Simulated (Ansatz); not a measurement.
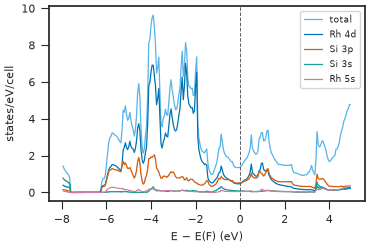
Fig. 1. Total and projected density of states of CaSi₂Rh₂ in space group I4/mmm (No. 139; Ca on 2a, Si on 4e, Rh on 4d), plane-wave PAW r²SCAN (Ansatz code)

Which orbitals carry the states next to the Fermi level?

Within 0.5 eV of the Fermi level: Rh 4d 39 %, Si 3p 36 %, outside the projected shells 14 %. Projections are on Löwdin-orthogonalised atomic valence shells; empty p or d shells of many metals are not among them.

Where is the tallest occupied peak in this window, and what makes it?

Near -3.9 eV, about 9.6 states/eV per cell; the largest projected share is Rh 4d.

The workflow started from a Materials Project entry (that database holds measured and hypothetical structures alike); the Crystallography Open Database copy checked does not list it. Its standing as an ambient phase is unchecked. The r²SCAN relaxation kept the symmetry of its start; whether a distortion lowers the energy is not shown. The run is not spin-polarised. Spin–orbit coupling is left out wherever it is not named.

Potentials: the later of the program's two PAW sets.
